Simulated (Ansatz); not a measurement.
**[GeH3]− (SMILES [GeH3-]): CCSDT/STO-3G**

What is the vertical singlet–triplet gap of [GeH3]− at CCSDT/STO-3G? 

The results are computed with Ansatz 0.2.0.

3 further runs of the same task are left out: 2 that didn't finish, 1 set aside as unsound or not needed.

**1. The structure to begin with**

The species is [GeH3]− (4 atoms), meant as a singlet with charge -1. SMILES: `[GeH3-]`. The shape comes from GFN2-xTB, which is rough for such elements, and wasn't checked as a minimum.

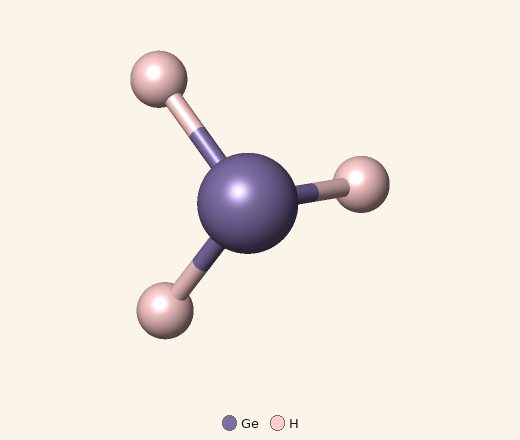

Viewed from a chosen angle; germanium purple, hydrogen pink.

**2. A single-point energy at CCSDT/STO-3G**

run.yaml reads:

```yaml
crystal:
  periodic: [false, false, false]
  atoms:
    - {symbol: Ge, position_ang: [0.468920, -0.274960, -0.542070]}
    - {symbol: H, position_ang: [0.935040, 0.154290, 1.089240]}
    - {symbol: H, position_ang: [-0.940860, -1.090590, 0.102250]}
    - {symbol: H, position_ang: [-0.463100, 1.211260, -0.649430]}
basis:
  gaussian:
    orbitals: STO-3G
total_charge: -1
correlation:
  method: ccsdt
  frozen_orbitals: {Ge: 9, H: 0}
accuracy: high
scf:
  omitted_lower_state_checks: [cluster_reference, increment]
```

Run with:

```console
$ ansatz run run.yaml --threads 1 --pin off --max-ram 2610MiB --events-out events.jsonl --progress --plain --runs-dir runs
```

The program printed (excerpt; [...] marks lines left out):

```text
Warning: RAYON_NUM_THREADS=1 ignored (pool sized by the plan → 1); use --threads N
Functional definition: HF
  name "HF"
[...]
256 factors; integrals over basis functions are off by at most 1.2e-8 eV
[...]
mean field -55871.41581928 eV, -2053.2366603525 hartree, gradient 3.8e-8 eV, S^2 0.000000; 0 other end points of the search recorded, 0 dependent functions left out
9 core orbitals not correlated: weight in the atoms' cores, before any rotation towards them, 1.000 or more for the frozen orbitals, at most 0.000 for the correlated occupied ones
reference -55871.41581928 eV, -2053.2366603525 hartree; 9, 9 occupied and 3, 3 virtual orbitals, 256 factors
second order -1.23041200 eV of doubles, -0.00000000 eV of singles
cycle   1  -1.62997232 eV  change   -4.0e-1 eV  update   6.3e-2
[...]
cycle  22  -1.89496770 eV  change   -1.5e-9 eV  update   1.2e-9
Total energy: -55873.31078698 eV, -2053.3062991312 hartree
Checks for a lower state left out: cluster_reference, increment
```

Wall time 0.2 s (1 thread of Intel Xeon Platinum 8559C (Emerald Rapids), shared host).

**3. The triplet**

molecule.yaml reads:

```yaml
crystal:
  periodic: [false, false, false]
  atoms:
    - symbol: Ge
      position_ang: [0.468920, -0.274960, -0.542070]
    - symbol: H
      position_ang: [0.935040, 0.154290, 1.089240]
    - symbol: H
      position_ang: [-0.940860, -1.090590, 0.102250]
    - symbol: H
      position_ang: [-0.463100, 1.211260, -0.649430]
basis:
  gaussian:
    orbitals: STO-3G
total_charge: -1
magnetization:
  spin_polarized: true
  initial_magnetization: 2
correlation:
  method: ccsdt
  frozen_orbitals: {Ge: 9, H: 0}
accuracy: high
scf:
  omitted_lower_state_checks: [cluster_reference, increment]
```

Run with:

```console
$ ansatz run molecule.yaml --threads 1 --pin off --max-ram 2610MiB --events-out events.jsonl --progress --plain --runs-dir runs
```

The program printed:

```text
Warning: RAYON_NUM_THREADS=1 ignored (pool sized by the plan → 1); use --threads N
[... 13 lines left out ...]
9 core orbitals not correlated: weight in the atoms' cores, before any rotation towards them, 1.000 or more for the frozen orbitals, at most 0.000 for the correlated occupied ones
[... 79 lines left out ...]
Total energy: -55866.23788934 eV, -2053.0463749371 hartree
Checks for a lower state left out: cluster_reference, increment
```

It took 0.8 s on 1 thread of Intel Xeon Platinum 8559C (Emerald Rapids), shared host.

**4. What came out**

Level: CCSDT/STO-3G, 9 core orbitals frozen.

```
                                            quantity           value
                               singlet: total energy  -2053.30630 Eh
singlet: correlation energy (9 core orbitals frozen)       -69.6 mEh
                              singlet: T1 diagnostic           0.008
                               triplet: total energy  -2053.04637 Eh
triplet: correlation energy (9 core orbitals frozen)       -56.5 mEh
          triplet: ⟨S²⟩ of the reference determinant           2.025
                              triplet: T1 diagnostic           0.042
    vertical energy of the triplet above the singlet        7.073 eV
```

At this shape the triplet lies 7.07 eV (682 kJ/mol) above the singlet. For an anion a state so high probably lies above electron detachment. In a minimal basis such a difference can be off by several eV, whatever the method.
